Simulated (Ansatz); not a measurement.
Start from CdTe in the zinc blende structure (space group F-43m, No. 216; a = 6.409 Å).

Modification: cell and atoms relaxed at a pressure of 0.9 GPa.

Method: Ansatz (a first-principles code), LDA, PAW, cutoff 420 eV, spin-orbit coupling left out.

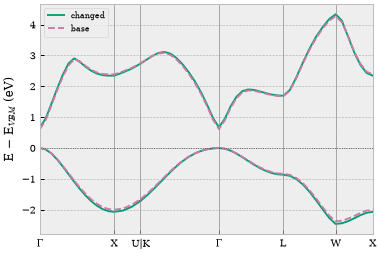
Highest valence and lowest conduction band along the path, each from its own valence-band maximum

Q: From the figure, how large is the changed gap, and is it direct?

A: About 0.7 eV, direct at Γ.

With Te present, leaving out spin-orbit coupling can change the band edges. Load acts through the strain it causes; cell and atoms are relaxed under it. Stability against distortions was not tested.
